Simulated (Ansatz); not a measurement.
**BH₅NSi (doublet): density, localisation and related maps**

Input

```
crystal:
  periodic: [false, false, false]
  atoms:
    - {symbol: N, position_ang: [-1.156588, 0.555358, -1.330995]}
    - {symbol: B, position_ang: [-0.077334, 0.814849, -1.868385]}
    - {symbol: Si, position_ang: [0.767106, -0.544684, 1.493759]}
    - {symbol: H, position_ang: [-2.026781, 0.349630, -0.902170]}
    - {symbol: H, position_ang: [0.948054, 1.060413, -2.379182]}
    - {symbol: H, position_ang: [-0.667670, -0.337192, 1.820869]}
    - {symbol: H, position_ang: [0.942727, -1.605544, 0.468465]}
    - {symbol: H, position_ang: [1.413620, 0.725463, 1.071851]}
basis:
  gaussian: {orbitals: def2-TZVPP}
magnetization: {spin_polarized: true, initial_magnetization: 1}
hamiltonian: {xc: pbe0, dispersion: d4}
output: {orbitals: {seedname: orbitals}}
```

Command:

```sh
ansatz run in.yaml --threads 2 --pin off --events-out ev --progress --plain --max-ram 4352MiB
```

Geometry: PBE0-D4/def2-TZVP; at this geometry the atoms fall into two loosely joined parts.

Theory: Ansatz 0.2.0, UKS PBE0-D4/def2-TZVPP.

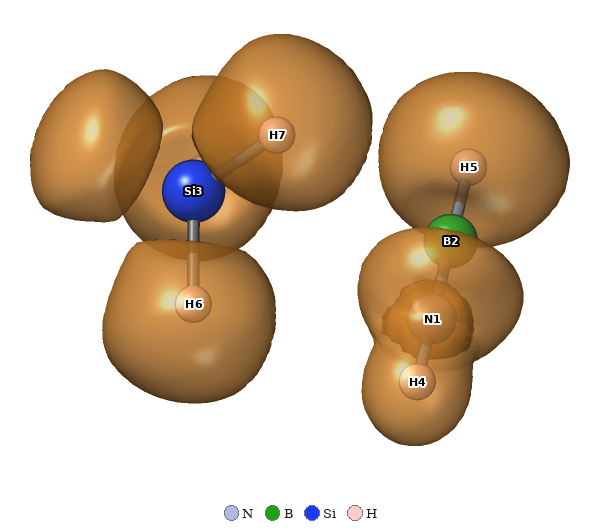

Figure 1. Isosurface of the electron localisation function at 0.75 (orange), seen at an oblique angle. Core shells and regions of very low density are left out.

Question: Where are the electrons localised?

Answer: The surface consists of four regions around hydrogen nuclei, one lobe on Si, pointing away from the bonds (non-bonding electrons) and one joined region spread over several atoms (B, H, N), in which their bonds and any lone pairs are merged. Profiles from the grid: B–N (1.23 Å): the ELF peaks at about 0.85 between the atoms; a polar covalent bond. N–H (0.99 Å): the ELF climbs to about 1 towards the hydrogen, as it does in any bond to H: an ordinary covalent bond to hydrogen.

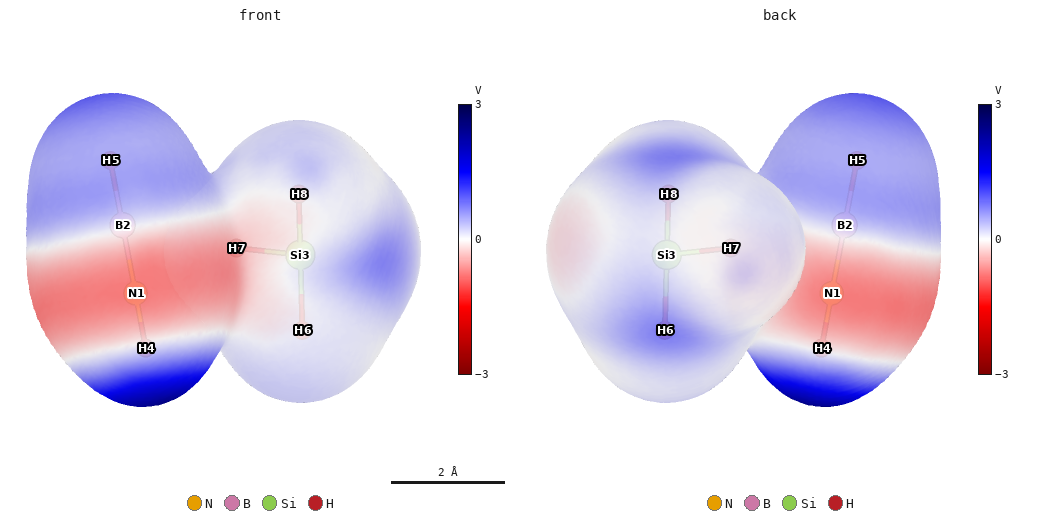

Figure 2. The molecular electrostatic potential painted on the density surface at 0.002 e/bohr³, seen from the front and from behind; the colour scale runs from red (negative) to blue (positive).

Question: Where is the surface potential most negative and most positive?

Answer: The most negative region (about −0.8 V, or −18 kcal/mol for a unit charge) lies over N1, the most positive (about +2.3 V, or +53 kcal/mol for a unit charge) over H4.

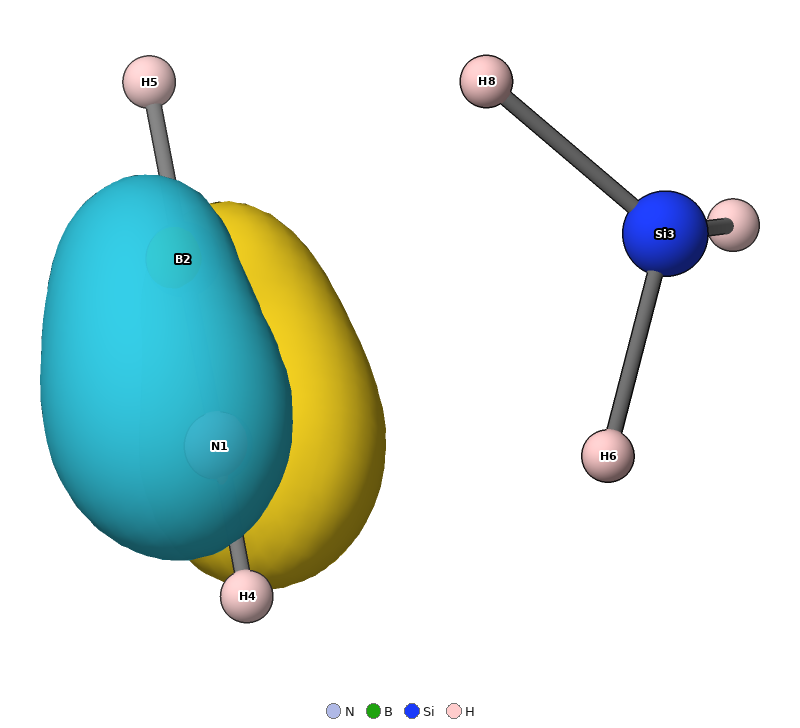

Figure 3. The HOMO (β) at ±0.2 Å⁻³ᐟ² (yellow and cyan are the two phases), seen at an oblique angle.

Question: What is the character of this orbital?

Answer: It lies mainly on N1 (about 65 %) and B2 (about 30 %); π-bonding across N1–B2. Its energy is −8.64 eV.
